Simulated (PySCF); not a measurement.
## A study: H4Si2, SMILES `[SiH][SiH3]`

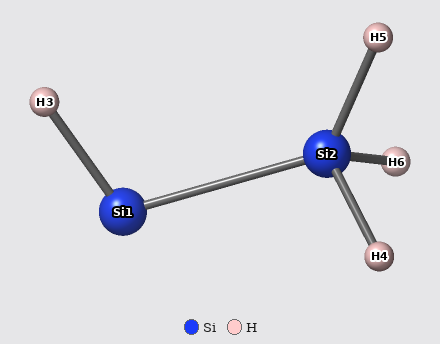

The molecule, with its atoms numbered as below. No frequency check shows the geometry to be a minimum.

Cartesian coordinates (Å):

```
Si1     -1.2507   -0.1008   -0.0000
Si2      1.0254    0.0269   -0.0001
H3      -1.7045    1.3274    0.0002
H4       1.4683   -0.7455    1.1773
H5       1.9212    1.1971    0.0007
H6       1.4689   -0.7448   -1.1769
```

## 1. Bonding charge

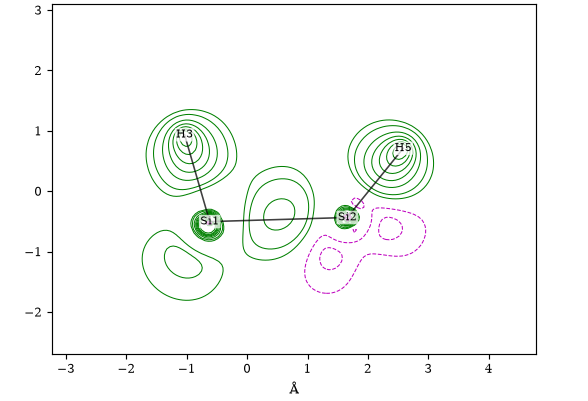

Deformation density (molecule less spherical, spin-averaged free atoms) in the plane of Si1, Si2, H3 and H5; contours at ±0.05 to ±0.8 e/Å³; solid green lines: gain, dashed magenta lines: loss.

Computed with PySCF, LDA (SVWN)/6-311G**, geometry: GFN2-xTB. This is a single-reference result, which may miss multireference character in this system.

**Describe the bonding that the map shows.**

Si1–Si2: +0.24 e/Å³ at the bond critical point (bond length 2.28 Å, Mayer order 1.0). Si1–H3: +0.20 e/Å³ at the bond critical point (bond length 1.50 Å, Mayer order 0.9). Si2–H5: +0.18 e/Å³ at the bond critical point (bond length 1.47 Å, Mayer order 0.9). In all, 1.4 electrons gather in the regions of gain relative to the promolecule.

**Where do the Hirshfeld charges lie?**

The highest Hirshfeld charge is on Si1 (+0.15 e), the lowest on H3 (−0.09 e).

| atom | charge (e) |
| --- | --- |
| Si1 | +0.15 |
| Si2 | +0.12 |
| H3 | −0.09 |
| H4 | −0.06 |
| H5 | −0.07 |
| H6 | −0.06 |

## 2. Bond critical points

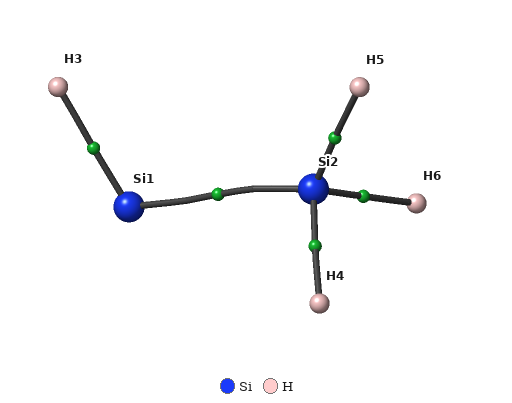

Molecular graph of the electron density (QTAIM): bond paths, bond critical points (green), ring points (magenta, if any); weak paths are dashed.

**How many critical points of each kind are there, and does the count close?**

6 nuclei, 5 bond, 0 ring and 0 cage critical points: 6 − 5 + 0 − 0 = 1, as the Poincaré–Hopf relation requires.

**Give the properties at the bond critical points.**

| bond | length (Å) | ρ (a.u.) | ∇²ρ (a.u.) | ε | H (a.u.) |
| --- | --- | --- | --- | --- | --- |
| Si2–H5 | 1.474 | 0.119 | +0.19 | 0.02 | −0.075 |
| Si1–H3 | 1.499 | 0.117 | +0.14 | 0.21 | −0.077 |
| Si2–H6 (2 alike) | 1.476 | 0.117 | +0.19 | 0.05 | −0.073 |
| Si1–Si2 | 2.280 | 0.095 | −0.15 | 0.07 | −0.050 |

**What kind of interaction is Si1–Si2?**

Shared-shell (covalent): ρ = 0.095, ∇²ρ = −0.15, H = −0.050 a.u.

## 3. Electrostatic potential

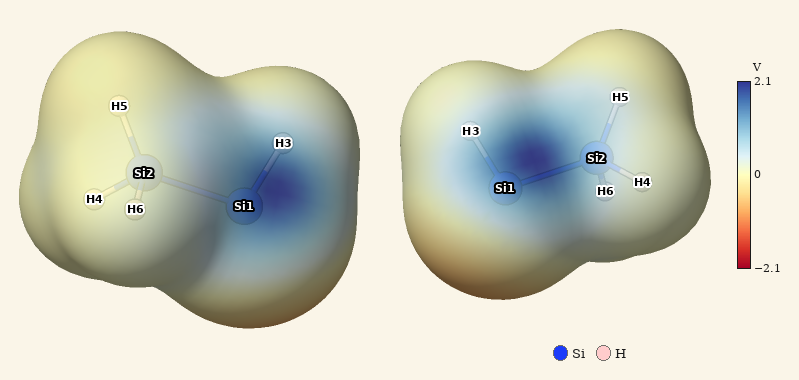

Electrostatic potential on the surface of electron density 0.001 a.u. (back view left, front view right).

**Where are the extremes of the potential on the surface?**

Highest: 2.10 V, off the Si1–H3 bond (1.9 to 2.1 Å from its atoms), and at like points elsewhere. Further maxima include 0.13 V, near H5 (2.01 Å), H4 (2.12 Å), H6 (2.14 Å) and Si2 (2.21 Å); −0.05 V, 1.5 Å from H5. Lowest: −0.79 V, 2.5 Å from Si1. Further minima include −0.10 V, 1.6 Å from H5, and at like points elsewhere; −0.10 V, 1.7 Å from H4. The surface is sampled at points, so like sites can differ by a few per cent and only the strongest of them is named.

## 4. Excited states

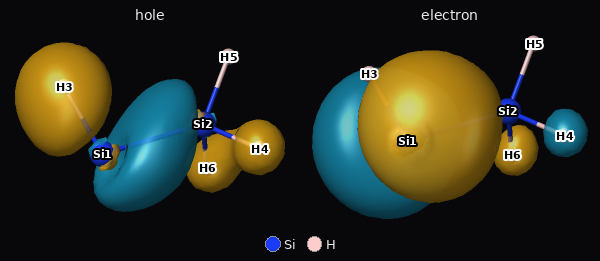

Leading natural transition orbital pair of S₂ (TDA singlet states); the surfaces enclose about 70 % of each orbital's density.

Computed with PySCF, BHandHLYP/aug-cc-pVDZ, geometry: GFN2-xTB.

**Give its energy and the atoms that hole and electron lie on.**

4.14 eV (299 nm), f = 0.006; the leading pair carries 99 %; hole on Si1 (40 %), H3 (26 %) and Si2 (24 %), electron on Si1 (78 %), Si2 (11 %) and H3 (6 %); their centroids lie 0.6 Å apart. In canonical orbitals it is mainly HOMO−1 → LUMO (93 %). The HOMO–LUMO gap is 4.95 eV.

## 5. Removing or adding an electron

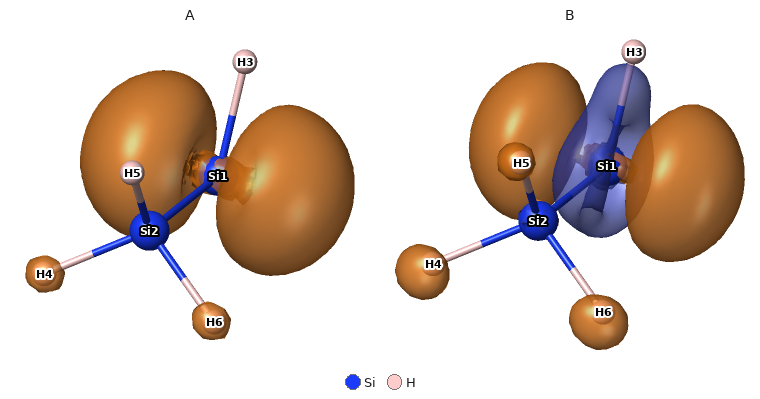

The Fukui function f⁺ from two separate SCF calculations and the density of the LUMO, at ±0.03 e/Å³ (orange positive, blue negative).

Level of theory: B3LYP/def2-SVPD (PySCF), at a geometry from GFN2-xTB.

**Which panel is which, and how good is the frozen-orbital picture?**

B is f⁺ (it has negative regions), A the LUMO density. The LUMO lies on Si1 (78 %), Si2 (11 %) and H3 (5 %); f⁺ (Hirshfeld-condensed) is largest on Si1 (0.61); the vertical electron affinity is 1.45 eV (the stability of the anion's solution wasn't checked; the anion's highest orbital has positive energy, so this value and f⁺ depend on the basis). Relaxation shifts 17 % of the electron between atoms. The orbital energy is −3.57 eV.

## 6. Localised orbitals

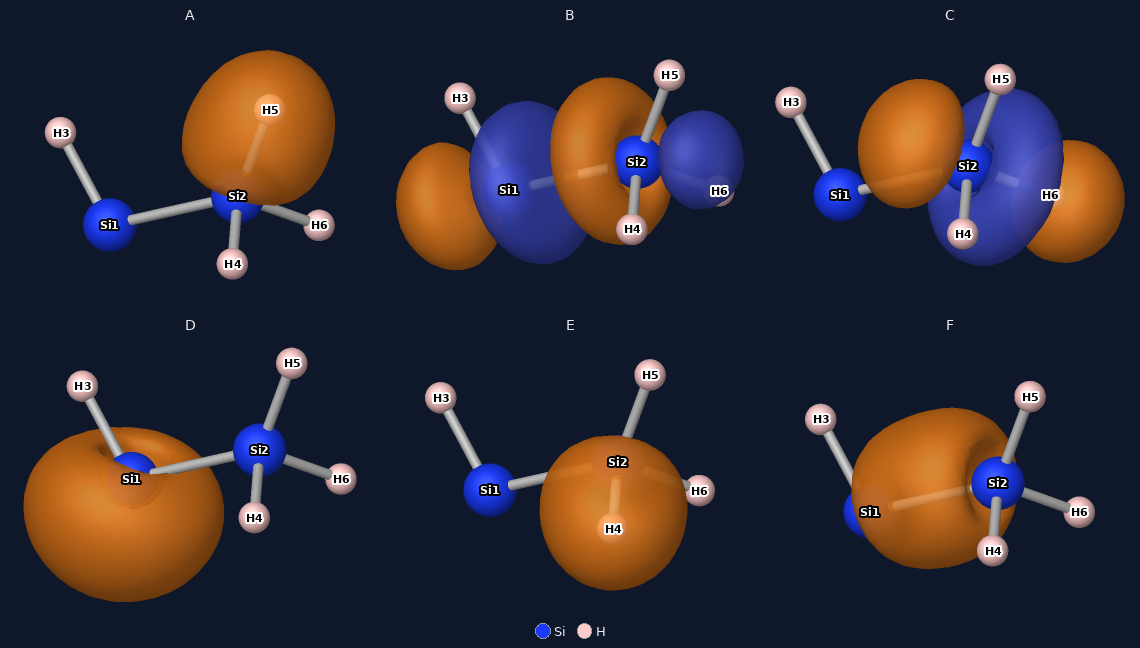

Intrinsic bond orbitals (IBO), occupied and valence-virtual; each surface holds about 70 % of the orbital's density. Energies are diagonal elements of the Fock matrix.

PySCF calculation, TPSS/cc-pVDZ, gas phase; geometry: GFN2-xTB.

**What does each orbital represent in a Lewis picture?**

By panel:
- A: σ bond H5–Si2 (H5 54 %, Si2 45 %; −9.8 eV)
- B: σ* orbital Si1–Si2 (Si1 52 %, Si2 48 %; 2.1 eV)
- C: σ* orbital Si2–H6 (Si2 55 %, H6 45 %; 4.6 eV)
- D: lone pair on Si1 (sp0.5-type) (Si1 98 %; −7.7 eV)
- E: σ bond H4–Si2 (H4 54 %, Si2 44 %; −9.9 eV)
- F: σ bond Si2–Si1 (Si2 52 %, Si1 48 %; −9.9 eV)

**How do all the valence pairs divide up?**

6 pairs: 5 σ bonds and 1 lone pair.

## 7. Stretching a bond

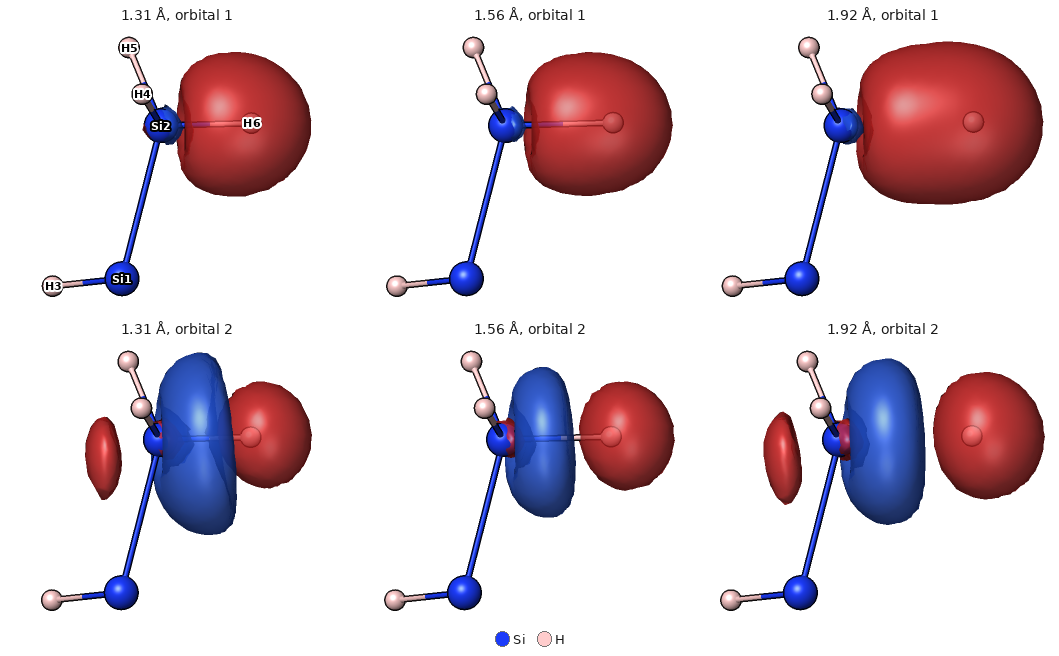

Rigid stretch of the Si2–H6 bond. The two CASSCF(2,2) natural orbitals nearest half filling (orbital 1 the more occupied).

Method: def2-SVP basis; geometry: GFN2-xTB; program: PySCF.

**How do the occupations change along the stretch?**

1.31 Å: 1.99 and 0.01; 1.56 Å: 1.98 and 0.02; 1.92 Å: 1.94 and 0.06. At the longest distance computed (3.98 Å) they are 1.19 and 0.81, and the effective number of unpaired electrons is 1.9.

UHF's ⟨S²⟩ passes 1 along the scan (up to 1.44), so it also polarises electrons outside the stretched bond; its energy lowering isn't due to that bond alone.

UHF already breaks spin symmetry near equilibrium here (⟨S²⟩ = 0.52 at 1.56 Å), for reasons apart from this bond.

**How much energy does the stretch cost?**

By CASSCF, 3.3 eV from the lowest point of the scan (1.56 Å) to 3.98 Å; RHF gives 6.2 eV from its own lowest point. The fragments aren't relaxed and dynamic correlation is missing, so this isn't a bond dissociation energy.
